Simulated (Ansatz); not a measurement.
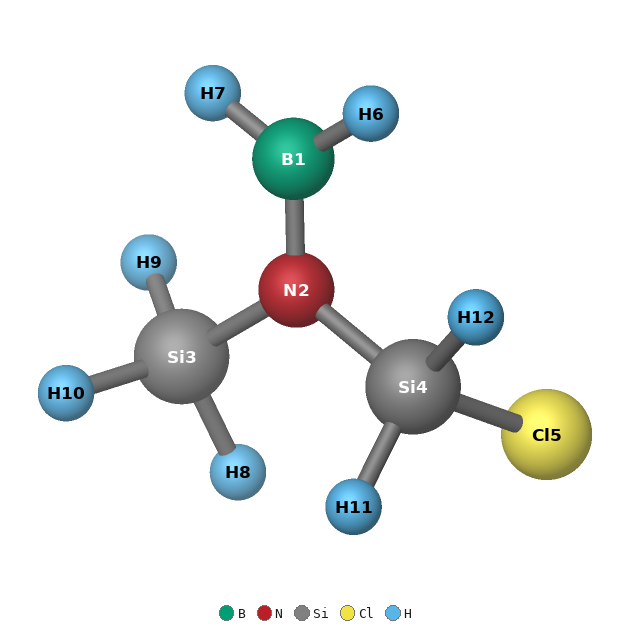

Computed geometry: PBE-D4/def2-SVP optimisation. No frequency run is at hand to confirm it as a minimum.

### Describe the coordination of atom 4.

Si4 has 4 neighbours (N2 at 1.77, Cl5 at 2.08, H11 at 1.50, H12 at 1.49 Å); the arrangement is tetrahedral.

### How are the neighbours of atom 3 arranged?

Si3 has 4 neighbours (N2 at 1.80, H8 at 1.50, H9 at 1.50, H10 at 1.50 Å); the arrangement is tetrahedral.

### How are the neighbours of atom 2 arranged?

N2 has 3 neighbours (B1 at 1.42, Si3 at 1.80, Si4 at 1.77 Å); the arrangement is trigonal planar.

### Describe the coordination of atom 1.

B1 has 3 neighbours (N2 at 1.42, H6 at 1.22, H7 at 1.22 Å); the arrangement is trigonal planar.

### What is the dihedral angle B1–N2–Si4–Cl5?

106° in size, that is anticlinal.
